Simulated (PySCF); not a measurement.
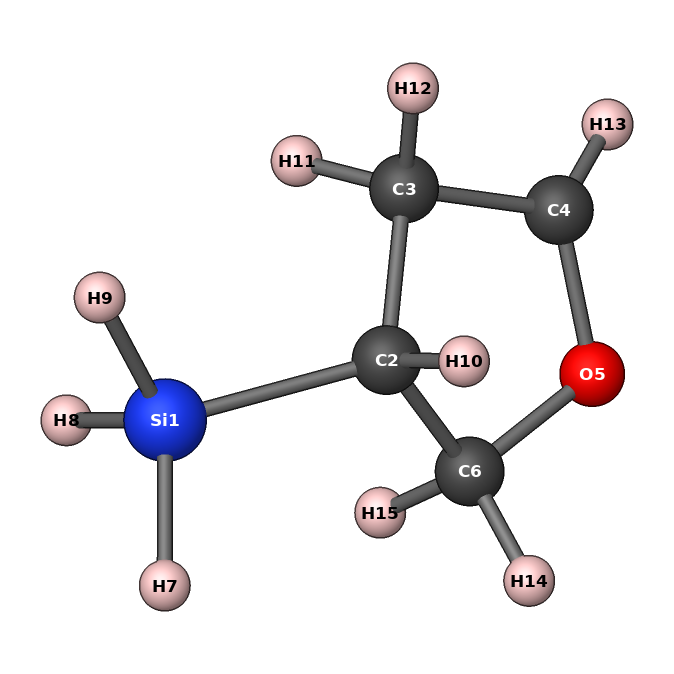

The questions are on Mulliken spin populations. The species is neutral and a spin doublet. The computed structure is the end point of a GFN2-xTB optimisation. No frequency run is at hand to confirm it as a minimum. Level of theory: UKS B3LYP, pcH-1 on C H O Si, non-relativistic (PySCF 2.14.0).

Give the Mulliken spin populations atom by atom.

```
atom  value (e)
 Si1       0.00
  C2       0.01
  C3      −0.06
  C4       0.88
  O5       0.13
  C6      −0.01
  H7       0.00
  H8       0.00
  H9       0.00
 H10       0.00
 H11       0.05
 H12       0.02
 H13      −0.03
 H14       0.00
 H15       0.01
```

Mulliken values depend strongly on the basis set. The geometry is semi-empirical. Around Si such bond lengths and angles can be off by a tenth of an ångström or more and by several degrees, and values that hang on the shape move with them.
